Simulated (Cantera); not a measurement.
A closed system holds: 1 mol Si3N4, 2.9 mol H2O, 4.3 mol H2, equilibrated at 0.133 bar.

Method: chemical equilibrium by Gibbs-energy minimisation in Cantera with the NASA 1993 tables (ideal gas, pure condensed phases). Candidate condensed phases: H2O, Si, SiO2, Si2N2O, Si3N4; 35 gas species. Mutual solubility and eutectic melting of coexisting phases are not modelled. The tables' values for SiN are old estimates; treat these amounts as uncertain. The tables hold silica as quartz up to 1696 K and as liquid above; real silica turns to tridymite and cristobalite and melts near 1996 K. Gases not in the tables: Si2H6 and higher silanes. Rates play no part.

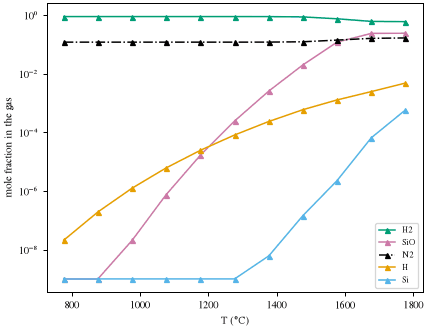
*Equilibrium gas composition (values under 1e-9 drawn at 1e-9)*

From 777 °C to 1377 °C the condensed part is SiO2(β-quartz) + Si2N2O(s). From 1477 °C to 1577 °C the condensed part is SiO2(condensed) + Si2N2O(s). At 1677 °C the condensed part is Si2N2O(s). At 1777 °C the condensed part is Si(l).
